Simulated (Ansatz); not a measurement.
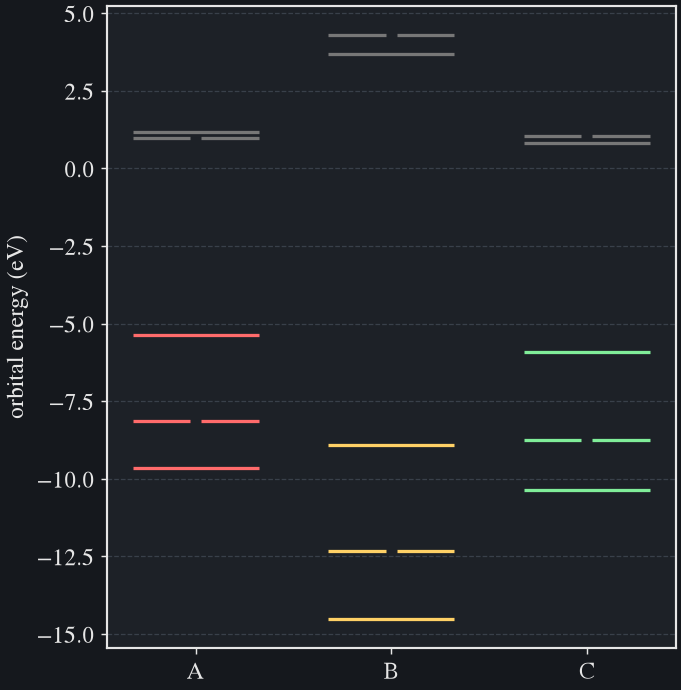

Frontier orbital energies of C₃H₉P, SMILES CP(C)C at one geometry, def2-TZVPP, the Ansatz code, at a PBE0-D4/def2-TZVP geometry (a minimum by its frequencies). Empty levels are grey, levels within 0.1 eV stand side by side; all columns show the same few orbitals around the gap.

Question: The columns come from HF, HSE06 and r2SCAN. Which is which?

Answer: A: r2SCAN (HOMO −5.38, LUMO 0.99, separation 6.36 eV)
B: HF (HOMO −8.92, LUMO 3.68, separation 12.60 eV)
C: HSE06 (HOMO −5.91, LUMO 0.82, separation 6.72 eV)

Limits of at least one run: empty levels above zero depend strongly on the basis.
